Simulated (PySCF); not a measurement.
# CuF₃: singlet, from a trigonal planar start

Aim: relax CuF₃ as a singlet from a trigonal planar start, check by its vibrations whether the end is a minimum, and collect its spectrum and constants.

Program: PySCF 2.14.0. Level of theory: PBE0, basis Cu def2-SVP, F def2-SVP, no relativity, density fitting. These are calculated values, not measurements.

## 1. The system as given

4 atoms, charge 0, spin multiplicity 1.

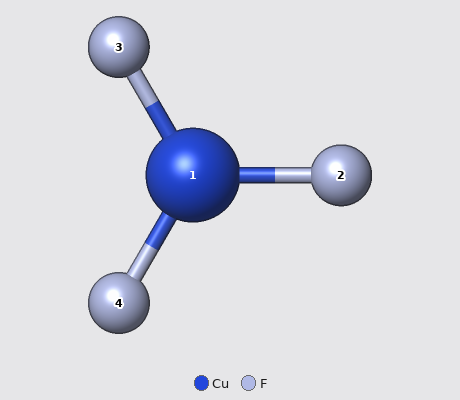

As it starts; copper blue, fluorine light blue; atoms are numbered from 1 in the order of the file.

Z-matrix (Å, degrees; charge 0 multiplicity 1):
```
Cu
F  1 1.7600
F  1 1.7600 2 120.00
F  1 1.7600 2 120.00 3 180.00
```

## 2. The SCF at the typed geometry

One driver script runs all steps and calls PySCF; scf.py shows how it sets up the SCF of each step. The optimiser is the driver's own. After this first run the driver tries any further starts and a stability analysis.

File scf.py:

```python
from pyscf import gto, scf, dft
mol = gto.M(atom='''
Cu     0.000000     0.000000     0.000000
F      1.760000     0.000000     0.000000
F     -0.880000     1.524200     0.000000
F     -0.880000    -1.524200     0.000000''',
    basis={'Cu': 'def2-SVP', 'F': 'def2-SVP'},
    charge=0, spin=0)
mf = dft.RKS(mol, xc='PBE0')
mf.grids.atom_grid = (50, 194)
aux = {'Cu': 'def2-universal-JKFIT', 'F': 'def2-universal-JKFIT'}
mf = mf.density_fit(auxbasis=aux)
mf.conv_tol = 1e-08
mf.diis_space = 10
mf.max_cycle = 60
mf.init_guess = 'minao'
mf.verbose = 4
mf.kernel()
```

Launch:

```bash
$ OMP_NUM_THREADS=2 python axn.py task.json out
```

After this run come: Trigonal planar start, singlet: relaxation; Releasing the symmetry; Hessian and properties; Leaving the saddle point; Vibrations and properties at this point.

**Question.** What will these runs give? Wanted: minimum; geometry; wavenumbers; dipole moment; highest occupied, lowest empty level; polar-tensor charge of Cu1; zero-point energy; atomisation energy.

**Answer**, as computed:

```
                                 quantity                                                              value
                                  minimum                                                       singlet, C2v
                                 geometry  Cu–F 1.707 Å (×2), Cu–F 1.719 Å; F–Cu–F 98.3° (×2), F–Cu–F 163.4°
                       wavenumbers (cm⁻¹)         170 (b2), 217 (a1), 225 (b1), 598 (a1), 639 (a1), 760 (b2)
                            dipole moment                                                             1.86 D
     highest occupied, lowest empty level                                                   -10.95, -7.24 eV
               polar-tensor charge of Cu1                                                            +1.17 e
                        zero-point energy                                                        15.6 kJ/mol
                      entropy at 298.15 K                                                    299.6 J/(mol K)
atomisation energy (no zero-point energy)                                                         831 kJ/mol
```

In words: The trigonal planar start (D3h) ends in a minimum of C2v symmetry, after a stop at a saddle point 26.6 kJ/mol higher, from which it was pushed off along an imaginary mode. In the infrared the band at 760 cm⁻¹ (b2, stretch) leads. Other starts or spin states, not run here, may lie lower.
